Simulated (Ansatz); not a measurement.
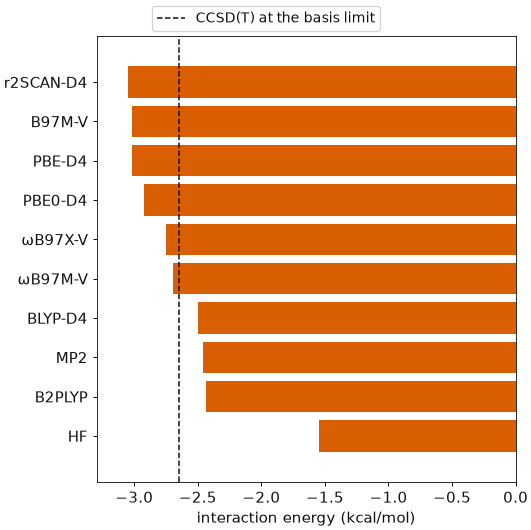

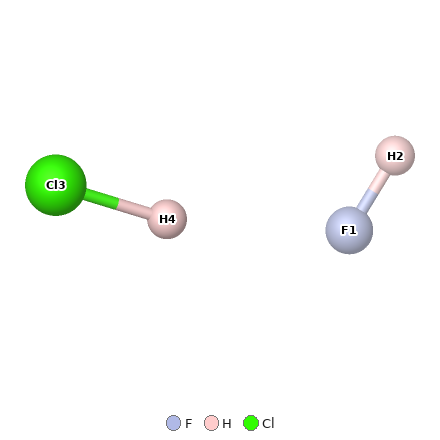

Counterpoise interaction energy of the pair FH and ClH (SMILES F.Cl) at one optimised PBE0-D4 geometry, drawn, with the closest contact F1···H4 2.00 Å (H···H pairs aside; other arrangements can bind more strongly; the cost of deforming the partners isn't counted), def2-TZVPPD, the Ansatz code; cores frozen in correlated methods. The line takes HF and MP2 limits from def2-TZVPPD and QZVPPD, and the coupled-cluster step in TZVPPD. B2PLYP holds a correlation term that converges slowly with the basis, so part of the distance to the limit is basis error. No dispersion term is added to B2PLYP. The distance of MP2 to the limit includes basis error.

Which level comes closest to the line (CCSD(T) at the basis limit), and which misses most?

Closest ωB97M-V (−2.70 kcal/mol), against −2.65 kcal/mol; farthest HF (−1.54 kcal/mol).

Give the values.

```tsv
level	kcal/mol	less CCSD(T) at the basis limit
r2SCAN-D4	−3.05	−0.40
B97M-V	−3.02	−0.37
PBE-D4	−3.02	−0.37
PBE0-D4	−2.93	−0.27
ωB97X-V	−2.75	−0.10
ωB97M-V	−2.70	−0.05
BLYP-D4	−2.50	0.15
MP2	−2.46	0.19
B2PLYP	−2.43	0.22
HF	−1.54	1.11
CCSD(T) at the basis limit	−2.65	0.00
```
